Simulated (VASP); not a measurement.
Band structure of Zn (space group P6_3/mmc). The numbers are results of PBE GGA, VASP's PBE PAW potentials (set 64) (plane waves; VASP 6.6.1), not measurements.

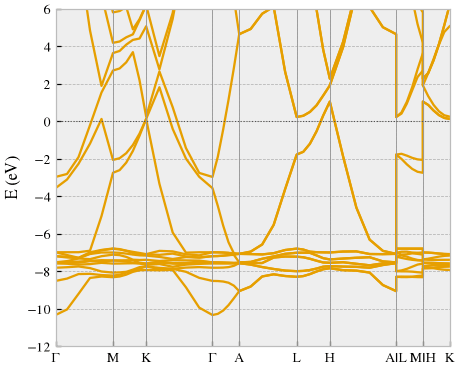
Figure: Bands along high-symmetry lines, zero at the valence-band maximum or, without a gap, the Fermi level

Task: Read the plot: is there a gap, and where are the band edges?

Result: It has no gap at this level: it comes out as a metal or semimetal.

The structure is a typed Zn crystal (P6_3/mmc). The cell was not relaxed at this level.
